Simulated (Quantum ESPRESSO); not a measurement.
# MnS: a ladder in cutoff, mesh and threshold together

Aim: see how far moments and order energies of MnS move with cutoff, mesh and threshold together, and what each rung costs.

Method: PBEsol with U = 4 eV on Mn d (ortho-atomic projectors); plane waves with GBRV 1.5 PBEsol potentials, no spin-orbit coupling (settings of the first rung), in Quantum ESPRESSO 7.5.

The database entry behind the starting cell differs from later determinations by our own check (an axis about 0.2 % short against later determinations), so it need not match the best structure at ambient conditions.

### Step 1. Starting point

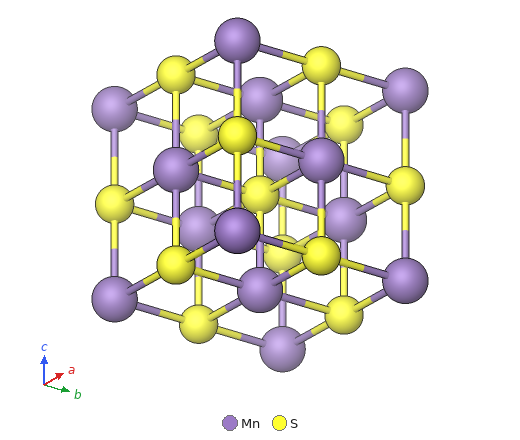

The starting structure, seen from a free direction (manganese light purple, sulfur yellow). This picture shows the conventional cell, with its axes. Some periodic images of atoms are drawn too.

The cell comes from the Crystallography Open Database.

### Step 2. Rung 1, start ferro +

pw.in

```
&CONTROL
  calculation = 'scf'
  prefix = 'pwscf'
  outdir = './tmp'
  pseudo_dir = './pseudo'
  disk_io = 'nowf'
  tprnfor = .true.
  tstress = .true.
/
&SYSTEM
  ibrav = 0
  celldm(1) = 8
  nat = 2
  ntyp = 2
  ecutwfc = 22
  ecutrho = 154
  nbnd = 19
  occupations = 'smearing'
  smearing = 'fd'
  degauss = 0.00367493
  nspin = 2
  starting_magnetization(1) = 0.3
  starting_magnetization(2) = 0
/
&ELECTRONS
  conv_thr = 2d-06
  electron_maxstep = 150
  mixing_beta = 0.3
/
ATOMIC_SPECIES
Mn     54.9380 mn_pbesol_v1.5.uspp.F.UPF
S      32.0600 s_pbesol_v1.4.uspp.F.UPF
CELL_PARAMETERS alat
   0.0000000000000    0.6152239614485    0.6152239614485
   0.6152239614485    0.0000000000000    0.6152239614485
   0.6152239614485    0.6152239614485    0.0000000000000
ATOMIC_POSITIONS crystal
Mn      0.0000000000    0.0000000000    0.0000000000
S       0.5000000000    0.5000000000    0.5000000000
K_POINTS automatic
4 4 4 0 0 0
HUBBARD {ortho-atomic}
U Mn-3d 4.0000
```

Run with:

```console
> OMP_NUM_THREADS=1 mpirun -n 2 pw.x -nk 2 -in pw.in > pw.out
```

Output:

```text
Program PWSCF v.7.5 starts

     Message from routine setup:
     using ibrav=0 with symmetry is DISCOURAGED, use correct ibrav instead

     K-points division:     npool     =       2
     Subspace diagonalization in iterative solution of the eigenvalue problem:

     bravais-lattice index     =            0
     lattice parameter (alat)  =       8.0000  a.u.
     unit-cell volume          =     238.4513 (a.u.)^3
     number of atoms/cell      =            2
     number of atomic types    =            2
     number of electrons       =        21.00
     number of Kohn-Sham states=           19
     kinetic-energy cutoff     =      22.0000  Ry
     charge density cutoff     =     154.0000  Ry
     scf convergence threshold =      2.0E-06
     mixing beta               =       0.3000
     number of iterations used =            8  plain     mixing
     Exchange-correlation= SLA  PW   PSX  PSC
                           (   1   4  10   8   0   0   0)
     Hubbard projectors: ortho-atomic
     Hubbard parameters of DFT+U (Dudarev formulation) in eV:
     U(Mn-3d) =  4.0000

     Internal variables: lda_plus_u =T, lda_plus_u_kind = 0

     Internal variables: orbital_resolved =F, hub_pot_fix =F, apply_U = F

     celldm(1)=   8.000000  celldm(2)=   0.000000  celldm(3)=   0.000000
     celldm(4)=   0.000000  celldm(5)=   0.000000  celldm(6)=   0.000000

     crystal axes: (cart. coord. in units of alat)
               a(1) = (   0.000000   0.615224   0.615224 )
               a(2) = (   0.615224   0.000000   0.615224 )
               a(3) = (   0.615224   0.615224   0.000000 )

     reciprocal axes: (cart. coord. in units 2 pi/alat)
               b(1) = ( -0.812712  0.812712  0.812712 )
               b(2) = (  0.812712 -0.812712  0.812712 )
               b(3) = (  0.812712  0.812712 -0.812712 )

     PseudoPot. # 1 for Mn read from file:
     mn_pbesol_v1.5.uspp.F.UPF
     Pseudo is Ultrasoft + core correction, Zval = 15.0

     PseudoPot. # 2 for S  read from file:
     s_pbesol_v1.4.uspp.F.UPF
     Pseudo is Ultrasoft + core correction, Zval =  6.0

     atomic species   valence    mass     pseudopotential
     Mn               15.00    54.93800     Mn( 1.00)
     S                 6.00    32.06000     S ( 1.00)

     Starting magnetic structure
     atomic species   magnetization
     Mn              0.300
     S               0.000

     48 Sym. Ops., with inversion, found

   Cartesian axes

     site n.     atom                  positions (alat units)
         1        Mn     tau(   1) = (   0.0000000   0.0000000   0.0000000  )
         2        S      tau(   2) = (   0.6152240   0.6152240   0.6152240  )

     number of k points=     8  Fermi-Dirac smearing, width (Ry)=  0.0037
                       cart. coord. in units 2pi/alat
        k(    1) = (   0.0000000   0.0000000   0.0000000), wk =   0.0156250
        k(    2) = (   0.2031780   0.2031780  -0.2031780), wk =   0.1250000
        k(    3) = (  -0.4063561  -0.4063561   0.4063561), wk =   0.0625000
        k(    4) = (   0.4063561   0.0000000   0.0000000), wk =   0.0937500
        k(    5) = (  -0.2031780  -0.6095341   0.6095341), wk =   0.3750000
        k(    6) = (   0.0000000  -0.4063561   0.4063561), wk =   0.1875000
        k(    7) = (  -0.8127122   0.0000000   0.0000000), wk =   0.0468750
        k(    8) = (  -0.8127122   0.4063561   0.0000000), wk =   0.0937500

     Dense  grid:     7727 G-vectors     FFT dimensions: (  27,  27,  27)

     Smooth grid:     3287 G-vectors     FFT dimensions: (  24,  24,  24)

     Check: negative core charge=   -0.000048
     Generating pointlists ...
     new r_m :   0.2538 (alat units)  2.0302 (a.u.) for type    1
     new r_m :   0.2538 (alat units)  2.0302 (a.u.) for type    2

     Initial potential from superposition of free atoms

     starting charge      20.4999, renormalised to      21.0000

     STARTING HUBBARD OCCUPATIONS:

     =================== HUBBARD OCCUPATIONS ===================
     ------------------------ ATOM    1 ------------------------
     Tr[ns(  1)] (up, down, total) =   5.00000  0.00000  5.00000
     Atomic magnetic moment for atom   1 =   5.00000
     [... lines left out ...]
     Number of occupied Hubbard levels =    5.0000

     Atomic wfc used for Hubbard projectors are orthogonalized

     Starting wfcs are   17 randomized atomic wfcs +    2 random wfcs

     Self-consistent Calculation

     iteration #  1     ecut=    22.00 Ry     beta= 0.30
     Davidson diagonalization with overlap
     ethr =  1.00E-02,  avg # of iterations =  5.0

     =================== HUBBARD OCCUPATIONS ===================
     ------------------------ ATOM    1 ------------------------
     Tr[ns(  1)] (up, down, total) =   4.81775  0.14044  4.95819
     Atomic magnetic moment for atom   1 =   4.67730
     [... lines left out ...]
     Number of occupied Hubbard levels =    4.9582

     total energy              =    -234.35547667 Ry
     estimated scf accuracy    <       0.89069243 Ry

     total magnetization       =     4.99 Bohr mag/cell
     absolute magnetization    =     4.99 Bohr mag/cell

     iteration #  2     ecut=    22.00 Ry     beta= 0.30
     Davidson diagonalization with overlap
     ethr =  4.24E-03,  avg # of iterations =  1.6

     total energy              =    -234.50870829 Ry
     estimated scf accuracy    <       0.03025710 Ry

     total magnetization       =     5.00 Bohr mag/cell
     absolute magnetization    =     5.00 Bohr mag/cell

     [... further iterations left out ...]

     iteration #  7     ecut=    22.00 Ry     beta= 0.30
     Davidson diagonalization with overlap
     ethr =  1.77E-08,  avg # of iterations =  2.1

     negative rho (up, down):  0.000E+00 1.676E-03

     total energy              =    -234.51997638 Ry
     estimated scf accuracy    <       0.00000367 Ry

     total magnetization       =     5.00 Bohr mag/cell
     absolute magnetization    =     5.00 Bohr mag/cell

     iteration #  8     ecut=    22.00 Ry     beta= 0.30
     Davidson diagonalization with overlap
     ethr =  1.75E-08,  avg # of iterations =  1.4

     negative rho (up, down):  0.000E+00 1.691E-03

     Magnetic moment per site  (integrated on atomic sphere of radius R)
     atom   1 (R=0.254)  charge= 13.1434  magn=  4.4952
     atom   2 (R=0.254)  charge=  4.7062  magn=  0.1292

     End of self-consistent calculation

     =================== HUBBARD OCCUPATIONS ===================
     ------------------------ ATOM    1 ------------------------
     Tr[ns(  1)] (up, down, total) =   4.96855  0.28248  5.25104
     Atomic magnetic moment for atom   1 =   4.68607
     [... lines left out ...]
     Number of occupied Hubbard levels =    5.2510

     [... lines left out ...]
     the Fermi energy is    10.4380 ev

!    total energy              =    -234.52002021 Ry
     estimated scf accuracy    <       0.00000027 Ry
     smearing contrib. (-TS)   =      -0.00000085 Ry
     internal energy E=F+TS    =    -234.52001935 Ry

     The total energy is F=E-TS. E is the sum of the following terms:
     one-electron contribution =    -131.01680020 Ry
     hartree contribution      =      72.65844310 Ry
     xc contribution           =     -34.71080223 Ry
     ewald contribution        =    -141.49328213 Ry
     Hubbard energy            =       0.04242211 Ry

     total magnetization       =     5.00 Bohr mag/cell
     absolute magnetization    =     5.00 Bohr mag/cell

     convergence has been achieved in   8 iterations

     negative rho (up, down):  0.000E+00 1.691E-03

     Forces acting on atoms (cartesian axes, Ry/au):

     atom    1 type  1   force =    -0.00000000   -0.00000000    0.00000000
     atom    2 type  2   force =     0.00000000    0.00000000    0.00000000

     Total force =     0.000000     Total SCF correction =     0.000000

     Computing stress (Cartesian axis) and pressure

     negative rho (up, down):  0.000E+00 1.691E-03
          total   stress  (Ry/bohr**3)                   (kbar)     P=    -1847.32
  -0.01255785  -0.00000000  -0.00000000        -1847.32       -0.00       -0.00
  -0.00000000  -0.01255785  -0.00000000           -0.00    -1847.32       -0.00
  -0.00000000  -0.00000000  -0.01255785           -0.00       -0.00    -1847.32

=------------------------------------------------------------------------------=
   JOB DONE.
=------------------------------------------------------------------------------=
```

Wall time 3 s (2 MPI ranks of Arm Neoverse V1, shared host); peak memory 0.13 GiB.

Spin moment in the atom's sphere by atom:

| atom | spin moment in the atom's sphere (μB) |
| --- | --- |
| Mn1 | 4.50 |
| S2 | 0.13 |

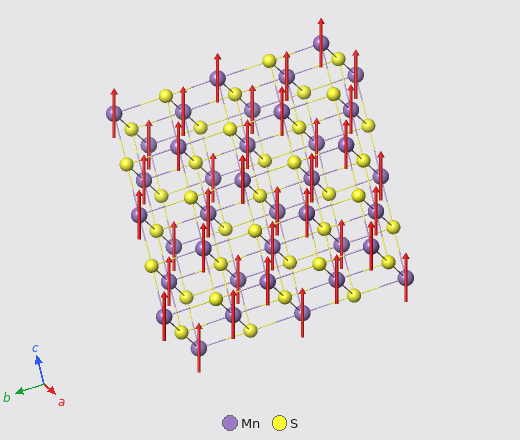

Spin moment in the atom's sphere as arrows, the longest 4.50 μB. Up and down stand for the sign. Arrows give size and sign along the axis of quantisation, drawn up and down the page. 1×2×2 conventional cells are drawn. Some periodic images of atoms are drawn too.

This step gave:

- magnetization: 5 μB
- final state: ferromagnetic

### Step 3. Rung 1, start antiferro q=(0,1/2,1/2) +-

The wavevector q is in fractions of the reciprocal vectors of the crystal's primitive cell, as the cells of these inputs are built from it; moments change sign between cells as cos(2π q·R).

pw.in

```
&CONTROL
  calculation = 'scf'
  prefix = 'pwscf'
  outdir = './tmp'
  pseudo_dir = './pseudo'
  disk_io = 'nowf'
  tprnfor = .true.
  tstress = .true.
/
&SYSTEM
  ibrav = 0
  celldm(1) = 8
  nat = 4
  ntyp = 3
  ecutwfc = 22
  ecutrho = 154
  nbnd = 30
  occupations = 'smearing'
  smearing = 'fd'
  degauss = 0.00367493
  nspin = 2
  starting_magnetization(1) = 0.3
  starting_magnetization(2) = -0.3
  starting_magnetization(3) = 0
/
&ELECTRONS
  conv_thr = 4d-06
  electron_maxstep = 150
  mixing_beta = 0.3
/
ATOMIC_SPECIES
Mn1    54.9380 mn_pbesol_v1.5.uspp.F.UPF
Mn2    54.9380 mn_pbesol_v1.5.uspp.F.UPF
S      32.0600 s_pbesol_v1.4.uspp.F.UPF
CELL_PARAMETERS alat
   0.0000000000000    0.6152239614485    0.6152239614485
   1.2304479228970    0.0000000000000    1.2304479228970
   1.2304479228970    0.6152239614485    0.6152239614485
ATOMIC_POSITIONS crystal
Mn1     0.0000000000    0.0000000000    0.0000000000
Mn2     0.0000000000    0.5000000000    0.0000000000
S       0.5000000000    0.0000000000    0.5000000000
S       0.5000000000    0.5000000000    0.5000000000
K_POINTS automatic
4 2 4 0 0 0
HUBBARD {ortho-atomic}
U Mn1-3d 4.0000
U Mn2-3d 4.0000
```

Output:

```text
     [... lines left out ...]
Program PWSCF v.7.5 starts
     [... lines left out ...]
     number of atoms/cell      =            4
     [... lines left out ...]
     number of electrons       =        42.00
     number of Kohn-Sham states=           30
     kinetic-energy cutoff     =      22.0000  Ry
     charge density cutoff     =     154.0000  Ry
     scf convergence threshold =      4.0E-06
     [... lines left out ...]
     16 Sym. Ops., with inversion, found
     [... lines left out ...]
     number of k points=    10  Fermi-Dirac smearing, width (Ry)=  0.0037
     [... lines left out ...]
     iteration #  9     ecut=    22.00 Ry     beta= 0.30
     [... lines left out ...]
     Magnetic moment per site  (integrated on atomic sphere of radius R)
     atom   1 (R=0.254)  charge= 13.1442  magn=  4.4719
     atom   2 (R=0.254)  charge= 13.1441  magn= -4.4719
     atom   3 (R=0.254)  charge=  4.7043  magn= -0.0401
     atom   4 (R=0.254)  charge=  4.7044  magn=  0.0401
     [... lines left out ...]
     Tr[ns(  1)] (up, down, total) =   4.96562  0.29192  5.25755
     [... lines left out ...]
     Tr[ns(  2)] (up, down, total) =   0.29192  4.96562  5.25755
     [... lines left out ...]
     the Fermi energy is    10.4381 ev
!    total energy              =    -469.04186710 Ry
     estimated scf accuracy    <       0.00000013 Ry
     smearing contrib. (-TS)   =      -0.00000069 Ry
     [... lines left out ...]
     total magnetization       =    -0.00 Bohr mag/cell
     absolute magnetization    =     9.67 Bohr mag/cell
     convergence has been achieved in   9 iterations
     [... lines left out ...]
     Total force =     0.000000     Total SCF correction =     0.000000
     [... lines left out ...]
          total   stress  (Ry/bohr**3)                   (kbar)     P=    -1849.84
     [... lines left out ...]
```

Elapsed: 12 s, on 2 MPI ranks; peak memory 0.18 GiB.

Spin moment in the atom's sphere by atom:

| atom | spin moment in the atom's sphere (μB) |
| --- | --- |
| Mn1 | 4.47 |
| Mn2 | -4.47 |
| S3 | -0.04 |
| S4 | 0.04 |

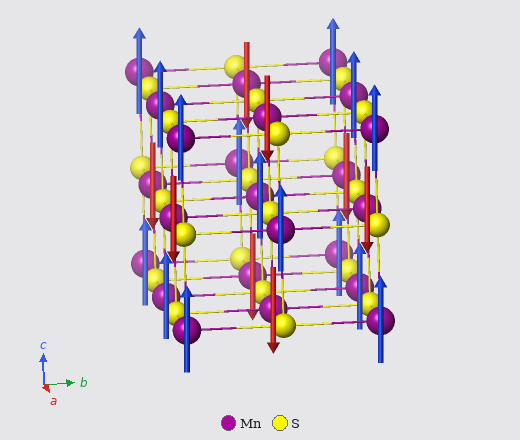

Spin moment in the atom's sphere as arrows, the longest 4.47 μB. Up and down stand for the sign. Arrows give size and sign along the axis of quantisation, drawn up and down the page. The two directions have two colours. 2×1×1 conventional cells are drawn. Some periodic images of atoms are drawn too.

This step gave:

```
magnetization : 0 μB
final state   : antiferromagnetic
```

### Step 4. Rung 2, start ferro +

pw.in

```
&CONTROL
  calculation = 'scf'
  prefix = 'pwscf'
  outdir = './tmp'
  pseudo_dir = './pseudo'
  disk_io = 'nowf'
  tprnfor = .true.
  tstress = .true.
/
&SYSTEM
  ibrav = 0
  celldm(1) = 8
  nat = 2
  ntyp = 2
  ecutwfc = 30
  ecutrho = 210
  nbnd = 19
  occupations = 'smearing'
  smearing = 'fd'
  degauss = 0.00367493
  nspin = 2
  starting_magnetization(1) = 0.3
  starting_magnetization(2) = 0
/
&ELECTRONS
  conv_thr = 2d-07
  electron_maxstep = 150
  mixing_beta = 0.3
/
ATOMIC_SPECIES
Mn     54.9380 mn_pbesol_v1.5.uspp.F.UPF
S      32.0600 s_pbesol_v1.4.uspp.F.UPF
CELL_PARAMETERS alat
   0.0000000000000    0.6152239614485    0.6152239614485
   0.6152239614485    0.0000000000000    0.6152239614485
   0.6152239614485    0.6152239614485    0.0000000000000
ATOMIC_POSITIONS crystal
Mn      0.0000000000    0.0000000000    0.0000000000
S       0.5000000000    0.5000000000    0.5000000000
K_POINTS automatic
4 4 4 0 0 0
HUBBARD {ortho-atomic}
U Mn-3d 4.0000
```

Output:

```text
     [... lines left out ...]
Program PWSCF v.7.5 starts
     [... lines left out ...]
     number of atoms/cell      =            2
     [... lines left out ...]
     number of electrons       =        21.00
     number of Kohn-Sham states=           19
     kinetic-energy cutoff     =      30.0000  Ry
     charge density cutoff     =     210.0000  Ry
     scf convergence threshold =      2.0E-07
     [... lines left out ...]
     48 Sym. Ops., with inversion, found
     [... lines left out ...]
     number of k points=     8  Fermi-Dirac smearing, width (Ry)=  0.0037
     [... lines left out ...]
     iteration #  9     ecut=    30.00 Ry     beta= 0.30
     [... lines left out ...]
     Magnetic moment per site  (integrated on atomic sphere of radius R)
     atom   1 (R=0.254)  charge= 13.1404  magn=  4.4939
     atom   2 (R=0.254)  charge=  4.7037  magn=  0.1224
     [... lines left out ...]
     Tr[ns(  1)] (up, down, total) =   4.97258  0.26743  5.24000
     [... lines left out ...]
     the Fermi energy is    10.4694 ev
!    total energy              =    -235.07053223 Ry
     estimated scf accuracy    <       0.00000011 Ry
     smearing contrib. (-TS)   =      -0.00000228 Ry
     [... lines left out ...]
     total magnetization       =     5.00 Bohr mag/cell
     absolute magnetization    =     5.00 Bohr mag/cell
     convergence has been achieved in   9 iterations
     [... lines left out ...]
     Total force =     0.000000     Total SCF correction =     0.000000
     [... lines left out ...]
          total   stress  (Ry/bohr**3)                   (kbar)     P=     -116.26
     [... lines left out ...]
```

Elapsed: 4.1 s, on 2 MPI ranks; peak memory 0.15 GiB; 8.2 s of CPU time.

Numbers from this step:

- magnetization: 5 μB
- final state: ferromagnetic
- largest moment: 4.494 μB

### Step 5. Rung 2, start antiferro q=(0,1/2,1/2) +-

pw.in

```
&CONTROL
  calculation = 'scf'
  prefix = 'pwscf'
  outdir = './tmp'
  pseudo_dir = './pseudo'
  disk_io = 'nowf'
  tprnfor = .true.
  tstress = .true.
/
&SYSTEM
  ibrav = 0
  celldm(1) = 8
  nat = 4
  ntyp = 3
  ecutwfc = 30
  ecutrho = 210
  nbnd = 30
  occupations = 'smearing'
  smearing = 'fd'
  degauss = 0.00367493
  nspin = 2
  starting_magnetization(1) = 0.3
  starting_magnetization(2) = -0.3
  starting_magnetization(3) = 0
/
&ELECTRONS
  conv_thr = 4d-07
  electron_maxstep = 150
  mixing_beta = 0.3
/
ATOMIC_SPECIES
Mn1    54.9380 mn_pbesol_v1.5.uspp.F.UPF
Mn2    54.9380 mn_pbesol_v1.5.uspp.F.UPF
S      32.0600 s_pbesol_v1.4.uspp.F.UPF
CELL_PARAMETERS alat
   0.0000000000000    0.6152239614485    0.6152239614485
   1.2304479228970    0.0000000000000    1.2304479228970
   1.2304479228970    0.6152239614485    0.6152239614485
ATOMIC_POSITIONS crystal
Mn1     0.0000000000    0.0000000000    0.0000000000
Mn2     0.0000000000    0.5000000000    0.0000000000
S       0.5000000000    0.0000000000    0.5000000000
S       0.5000000000    0.5000000000    0.5000000000
K_POINTS automatic
4 2 4 0 0 0
HUBBARD {ortho-atomic}
U Mn1-3d 4.0000
U Mn2-3d 4.0000
```

Output:

```text
     [... lines left out ...]
Program PWSCF v.7.5 starts
     [... lines left out ...]
     number of atoms/cell      =            4
     [... lines left out ...]
     number of electrons       =        42.00
     number of Kohn-Sham states=           30
     kinetic-energy cutoff     =      30.0000  Ry
     charge density cutoff     =     210.0000  Ry
     scf convergence threshold =      4.0E-07
     [... lines left out ...]
     16 Sym. Ops., with inversion, found
     [... lines left out ...]
     number of k points=    10  Fermi-Dirac smearing, width (Ry)=  0.0037
     [... lines left out ...]
     iteration #  8     ecut=    30.00 Ry     beta= 0.30
     [... lines left out ...]
     Magnetic moment per site  (integrated on atomic sphere of radius R)
     atom   1 (R=0.254)  charge= 13.1398  magn=  4.4713
     atom   2 (R=0.254)  charge= 13.1398  magn= -4.4713
     atom   3 (R=0.254)  charge=  4.7033  magn= -0.0383
     atom   4 (R=0.254)  charge=  4.7034  magn=  0.0383
     [... lines left out ...]
     Tr[ns(  1)] (up, down, total) =   4.96913  0.27604  5.24516
     [... lines left out ...]
     Tr[ns(  2)] (up, down, total) =   0.27605  4.96913  5.24518
     [... lines left out ...]
     the Fermi energy is    10.4484 ev
!    total energy              =    -470.14327238 Ry
     estimated scf accuracy    <       0.00000028 Ry
     smearing contrib. (-TS)   =      -0.00000276 Ry
     [... lines left out ...]
     total magnetization       =    -0.00 Bohr mag/cell
     absolute magnetization    =     9.68 Bohr mag/cell
     convergence has been achieved in   8 iterations
     [... lines left out ...]
     Total force =     0.000000     Total SCF correction =     0.000000
     [... lines left out ...]
          total   stress  (Ry/bohr**3)                   (kbar)     P=     -119.26
     [... lines left out ...]
```

Elapsed: 18 s, on 2 MPI ranks; peak memory 0.24 GiB; 35 s of CPU time.

Read from the output:

```
magnetization  : 0 μB
final state    : antiferromagnetic
largest moment : 4.471 μB
```

(Continued in part 2 of 2.)

[Logs and program files are shortened in this print: banners, set-up blocks, solver, clock and traceback lines can be left out without a mark of their own.]

[Logs are printed without paths, hosts, clocks, repeated set-up lines and the standing remarks that a program may print on its own settings, such as how far it seeks lower states.]

[Hosts, paths, dates, database ids (printed as entryN), source tags and the programs' standing remarks are cut or masked in the printed files.]

[Where a cell is said to come from a database of computed structures, the database is the Materials Project.]
